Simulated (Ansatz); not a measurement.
The starting structures come from a database of crystals and need not be the phases stable at ambient conditions.

 Where the default PAW files enter, the runs use the earlier of Ansatz's two default sets.

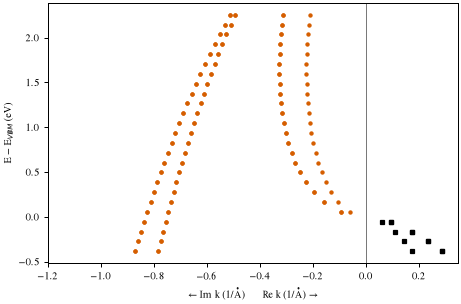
*Complex bands at the centre of the two-dimensional zone; r2SCAN run with Ansatz (an electronic-structure program)*

The gap is the functional's own, uncorrected, and κ follows it; spin-orbit coupling is left out. Mid-gap values are interpolated between the computed energies.

Question: This is BaTe (Fm-3m, rock salt, not sure to be the ambient phase, 2 atoms a cell, 44.5 Å³ an atom) along the normal of (111). Read off the slowest decay at the centre of the two-dimensional zone at 1.04 eV, the computed energy nearest the middle of the gap.

Answer: κ ≈ 0.21 1/Å, a decay length 1/(2κ) of the density of 2.4 Å.
